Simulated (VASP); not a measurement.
Band structure of CdS (space group P6_3mc). These are PBE GGA, VASP's PBE PAW potentials (set 64) (plane waves; VASP) values and carry that method's errors.

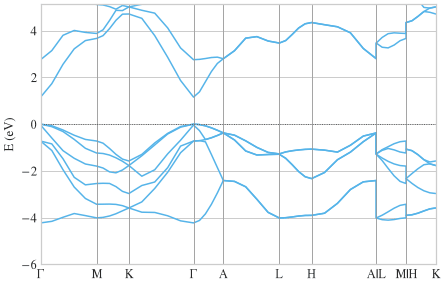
Bands along high-symmetry lines, zero at the valence-band maximum or, without a gap, the Fermi level

Task: Read the plot: is there a gap, and where are the band edges?

Result: The gap is direct, 1.15 eV, from the valence maximum at Γ to the conduction minimum at Γ.

The structure comes from a computed database's CdS entry (P6_3mc); how it stands against other phases isn't given here. The cell was not relaxed at this level.
